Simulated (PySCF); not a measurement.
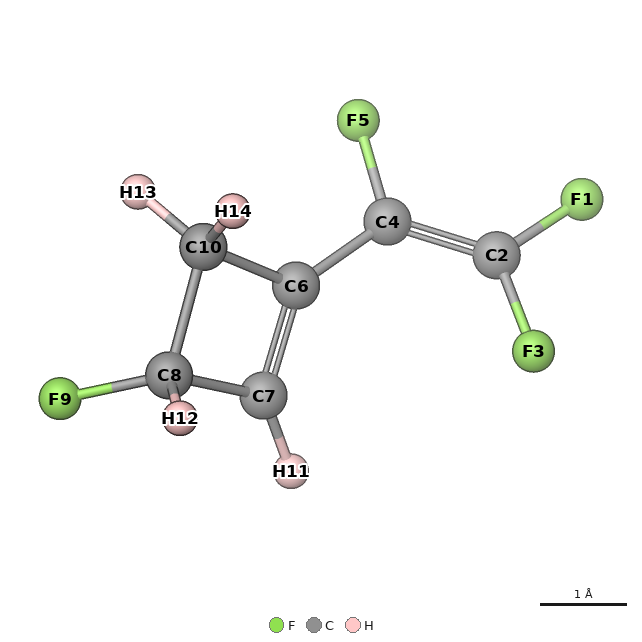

Orthographic view. Distant atoms are faded towards the background colour. Geometry: an image of a reaction path computed with GFN2-xTB, not a minimum.

Write a MOL file (V2000) with the atoms in numerical order, bonds sorted by atom number with the orders drawn, and coordinates in the frame of the picture: x right, y up, z towards the viewer, origin at the mean position.

```
C6H4F4
                    3D

 14 14  0  0  0  0  0  0  0  0999 V2000
    3.2900    1.1300   -1.4500 F   0  0  0  0  0  0  0  0  0  0  0  0
    2.3000    0.4700   -0.8700 C   0  0  0  0  0  0  0  0  0  0  0  0
    2.7300   -0.6500   -0.3000 F   0  0  0  0  0  0  0  0  0  0  0  0
    1.0300    0.8700   -0.8200 C   0  0  0  0  0  0  0  0  0  0  0  0
    0.6900    2.0500   -1.3700 F   0  0  0  0  0  0  0  0  0  0  0  0
   -0.0400    0.1200   -0.1700 C   0  0  0  0  0  0  0  0  0  0  0  0
   -0.4200   -1.1600   -0.1800 C   0  0  0  0  0  0  0  0  0  0  0  0
   -1.5200   -0.9300    0.8200 C   0  0  2  0  0  0  0  0  0  0  0  0
   -2.7900   -1.2000    0.4000 F   0  0  0  0  0  0  0  0  0  0  0  0
   -1.1200    0.5700    0.7800 C   0  0  0  0  0  0  0  0  0  0  0  0
   -0.1000   -2.0400   -0.7000 H   0  0  0  0  0  0  0  0  0  0  0  0
   -1.3900   -1.4300    1.7900 H   0  0  0  0  0  0  0  0  0  0  0  0
   -1.8800    1.2100    0.3500 H   0  0  0  0  0  0  0  0  0  0  0  0
   -0.7800    0.9900    1.7200 H   0  0  0  0  0  0  0  0  0  0  0  0
  1  2  1  0
  2  3  1  0
  2  4  2  0
  4  5  1  0
  4  6  1  0
  6  7  2  0
  6 10  1  0
  7  8  1  0
  7 11  1  0
  8  9  1  0
  8 10  1  0
  8 12  1  0
 10 13  1  0
 10 14  1  0
M  END
```
